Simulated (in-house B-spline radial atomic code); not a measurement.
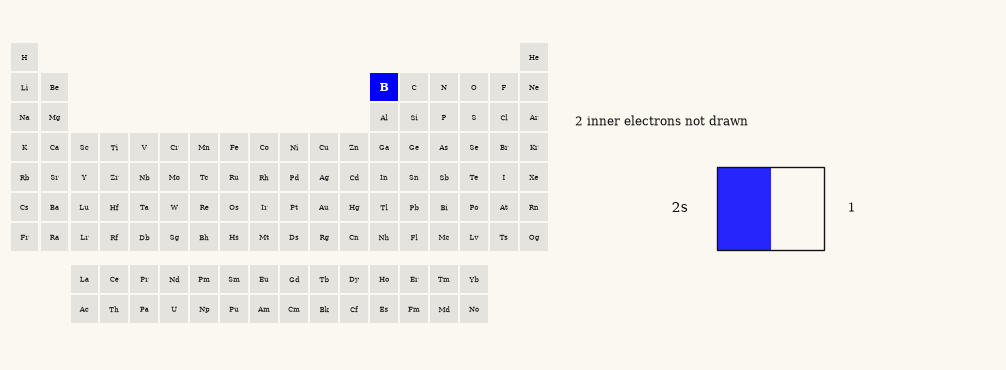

**Figure 1.** Left, the place of boron in the periodic table; right, the outer shells as the input fills them: a box for each of the 2l + 1 orbitals, shaded by the share of the shell that is filled, with the electron count at the right.

RPA and GW calculation, with input and output: B²⁺

System: B²⁺, configuration [He] 2s1.
Method: RPA, second-order and SOSEX correlation energies and G0W0 (contour deformation) on a non-relativistic mean field, all electrons, B-spline basis (in-house B-spline radial atomic code).

## Input
```
Z = 5
electrons = 3.0
configuration = [He] 2s1
hamiltonian = nr
method = hse06
lmax = 9
spin_polarised = True
box_radius = 17.55
intervals = 45
ion_configuration = 1s2
```

The run was one of a batch that the task file lists, launched with:
```bash
python <driver script> task.json out
```

The program writes its results to a structured record and prints no log; tables and figures of this report are taken from that record.

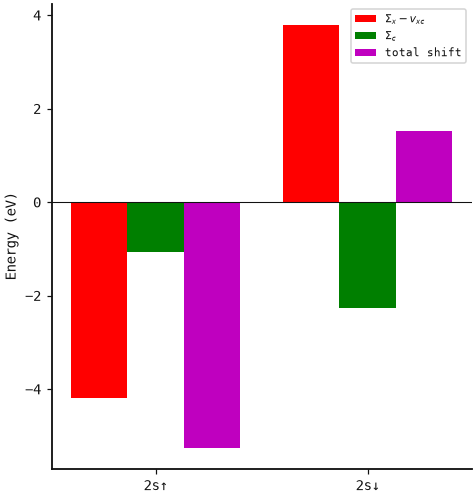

**Figure 2.** Parts of the G₀W₀ correction to each level for B²⁺ ([He] 2s). All-electron spherical atom, non-relativistic, HSE06 start, no spin-orbit coupling, Breit or QED terms; computed with a B-spline radial code. The quasi-particle equation is solved at full frequency; levels of low quasi-particle weight Z are left out. Σ columns are in eV, and Σc holds an estimate for the angular momenta beyond the basis. G₀W₀ moves the highest occupied level, 2s↑, from −33.64 to −38.89 eV (renormalisation factor Z = 0.95); the measured removal energy is 37.93 eV, so the error is +0.96 eV. The empty level 2s↓ goes from −26.48 to −24.96 eV.

| Level | Mean field (eV) | Σx − vxc (eV) | Σc (eV) | Z | G₀W₀ (eV) |
| --- | --- | --- | --- | --- | --- |
| 2s↑ | −33.64 | −4.20 | −1.06 | 0.95 | −38.89 |
| 2s↓ | −26.48 | 3.79 | −2.27 | 0.90 | −24.96 |

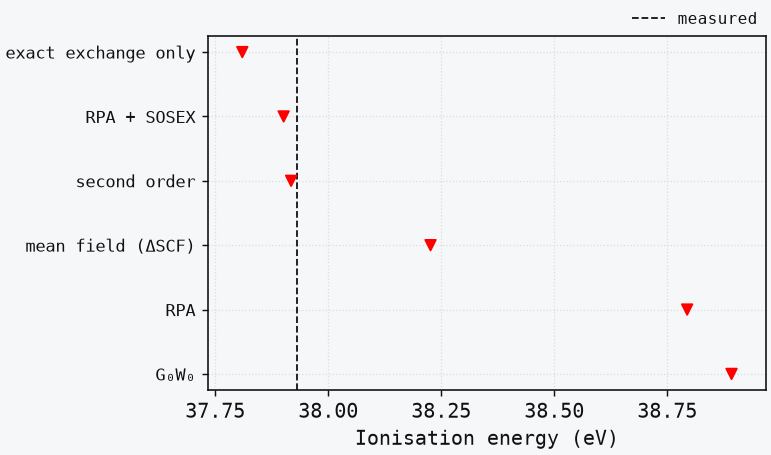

**Figure 3.** The ionisation energy of B²⁺ ([He] 2s → 1s²) across levels of theory. Differences of total energies, each species on its own start, beside the G₀W₀ level. The values run from 37.81 eV (exact exchange only) to 38.89 eV (G₀W₀). The measured value is 37.93 eV; nearest to it come second order (−0.01) and RPA + SOSEX (−0.03), furthest G₀W₀ (+0.96 eV).

| Method | Ionisation energy (eV) |
| --- | --- |
| mean field (ΔSCF) | 38.23 |
| exact exchange only | 37.81 |
| second order | 37.92 |
| RPA | 38.79 |
| RPA + SOSEX | 37.90 |
| G₀W₀ | 38.89 |

## Summary

| quantity | value |
| --- | --- |
| outcome | converged |
| mean-field total energy | −23.40265 hartree |
| total energy with exact exchange alone | −23.37493 hartree |
| exact exchange energy | −3.22282 hartree |
| RPA correlation, extrapolated in the angular momentum of the empty orbitals | −0.12361 hartree |
| RPA correlation, as summed | −0.12346 hartree |
| direct second-order term | −0.13862 hartree |
| second-order exchange term | 0.08858 hartree |
| SOSEX term | 0.07653 hartree |
| hardware | 1 CPU thread, shared host |
| wall time | 1.5 s |
